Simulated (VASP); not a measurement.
```yaml
crystal:
  lattice:
    - [6.26099, -0.02463, -0.02463]
    - [-0.02463, 6.26099, -0.02463]
    - [-0.02463, -0.02463, 6.26099]
  atoms:
    - { symbol: Sn, position: [0.01019, 0.98731, 0.98731] }
    - { symbol: Sn, position: [0.23981, 0.26269, 0.26269] }
    - { symbol: Sn, position: [0.48731, 0.51019, 0.98731] }
    - { symbol: Sn, position: [0.76269, 0.73981, 0.26269] }
    - { symbol: Sn, position: [0.48731, 0.98731, 0.51019] }
    - { symbol: Sn, position: [0.76269, 0.26269, 0.73981] }
    - { symbol: Si, position: [0.01148, 0.51148, 0.51148] }
    - { symbol: Si, position: [0.23852, 0.73852, 0.73852] }
```

The numbers are results of PBEsol GGA, VASP's PBE PAW potentials (set 64) (plane waves; VASP), not measurements. Numerical set-up: 400 eV cut-off, 4×4×4 Γ-centred mesh, tetrahedra with Blöchl corrections, potentials Sn_d Si.

Unless said otherwise, spin-orbit coupling is left out, though it shifts the bands of the heavy elements here.

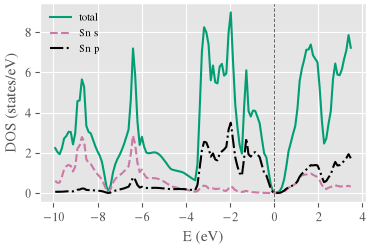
Figure: Total and projected density of states, zero at the Fermi level

Within 2 eV below the Fermi level the largest weight inside VASP's projection spheres is Sn p.

It has no gap at this level: it comes out as a metal or semimetal.

The structure was generated: Sn6Si2 was put into an ordered model structure (R-3m), which need not be its known phase. It was relaxed first.
